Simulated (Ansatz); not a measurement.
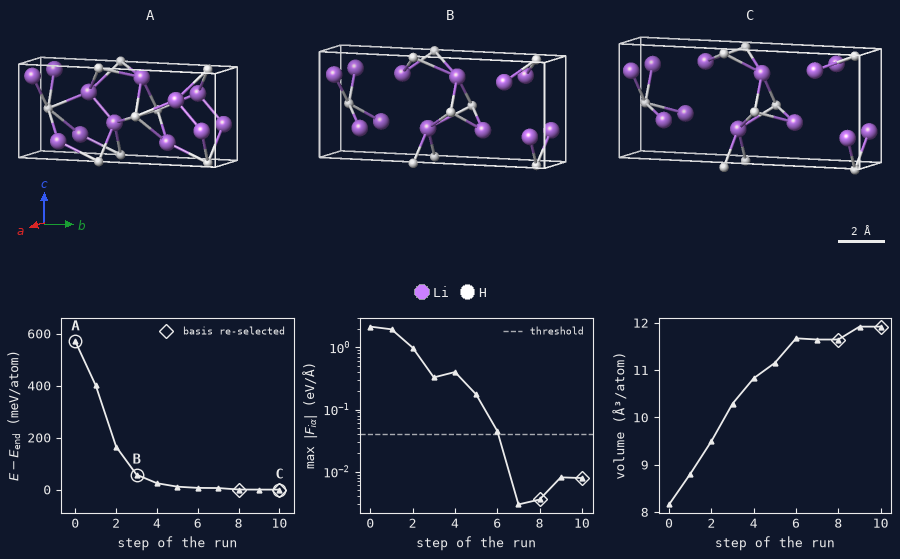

Frames of a relaxation of solid Li₂H (a generated structure, set up in Cmc2_1) (coarse preliminary run), marked on the history of the run. The picture is a ball-and-stick view of the conventional cell (2 times the calculation's cell), seen slightly off an axis. Lengths and directions refer to the drawn axes.

Level of theory: DFT PBE, scalar-relativistic, plane waves, PAW in Ansatz.

Input file:
```yaml
crystal:
  lattice:
    - [1.29875837, -4.59700812, 0.0]
    - [1.29875837, 4.59700812, 0.0]
    - [0.0, 0.0, 4.1010077]
  atoms:
    - { symbol: Li, position: [0.06912029, 0.93087971, 0.38022745] }
    - { symbol: Li, position: [0.93087971, 0.06912029, 0.88022745] }
    - { symbol: Li, position: [0.79964668, 0.20035332, 0.19570753] }
    - { symbol: Li, position: [0.20035332, 0.79964668, 0.69570753] }
    - { symbol: H, position: [0.40647496, 0.59352504, 0.49906605] }
    - { symbol: H, position: [0.59352504, 0.40647496, 0.99906605] }
basis:
  ecutwfc: 420
kpoints:
  mp_grid: { grid: [6, 6, 4] }
hamiltonian:
  xc: pbe
scf:
  occupations: { method: gaussian, width: 0.1 }
  lower_state_search: "off"
output:
  forces: true
  stress: true
  eigenvalues: true
relax:
  adjacent_minimum: "off"
  f_tol: 0.04
  max_steps: 70
  cell: { stress_tol: 0.4 }
```

Launched with:
```bash
ansatz run input.yaml --threads 1 --pin off --max-ram 2048MiB --backend cpu --events-out ev --progress --plain --runs-dir out
```

Question: Describe the path.

Answer: The energy falls by 570 meV per atom in 8 accepted moves (10 points after the start). The largest force component goes from 2.2 to 0.0079 eV/Å. Pressure: 16.14 GPa at the start and −0.07 GPa at the end. At 2 points the geometry stayed and the basis and grid were re-selected for the new cell (energy shift of 5.8 meV per atom at most each time). The largest moves relative to the cell, 0.78 Å, are those of Li3 and Li4. Li4 goes roughly along +c. Largest moves by element: Li 0.78 Å, H 0.39 Å. Cell: a 2.598 → 2.552 Å (−1.8 %), b 9.194 → 11.244 Å (+22.3 %), c 4.101 → 4.985 Å (+21.6 %). Volume +46.0 %. Near-neighbour distances that change, for instance: Li1–Li4 1.769 → 3.273 Å, Li3–H6 2.060 → 3.424 Å, Li1–Li2 2.412 → 2.729 Å, Li3–H5 2.049 → 1.949 Å. Bonds break: Li1–Li4 (1.77 → 3.27 Å), Li2–Li3 (1.77 → 3.27 Å). The space group stays Cmc2_1 (No. 36). From step 0 to 3: Li atoms move most (0.52 Å), volume +26.1 %, energy −512 meV per atom. From step 3 to 10: Li and H atoms move most (0.27 Å), volume +15.8 %, energy −57.6 meV per atom.

| step | E − E(0), meV/atom | largest force component, eV/Å | pressure, GPa | volume, Å³/atom | note |
| --- | --- | --- | --- | --- | --- |
| 0 | 0.00 | 2.1599 | 16.14 | 8.162 |  |
| 1 | -169.10 | 1.9567 | 10.91 | 8.807 |  |
| 2 | -404.97 | 0.9908 | 5.97 | 9.499 |  |
| 3 | -512.45 | 0.3290 | 3.39 | 10.293 |  |
| 4 | -545.41 | 0.4014 | 2.18 | 10.829 |  |
| 5 | -558.70 | 0.1751 | 1.08 | 11.154 |  |
| 6 | -563.33 | 0.0451 | 0.12 | 11.673 |  |
| 7 | -563.92 | 0.0030 | 0.03 | 11.647 |  |
| 8 | -569.67 | 0.0036 | 0.41 | 11.647 | same geometry, new basis |
| 9 | -569.91 | 0.0081 | -0.07 | 11.920 |  |
| 10 | -570.01 | 0.0079 | -0.07 | 11.920 | same geometry, new basis |

Limits of the set-up: the k-point mesh is coarse for a cell with partly filled bands.
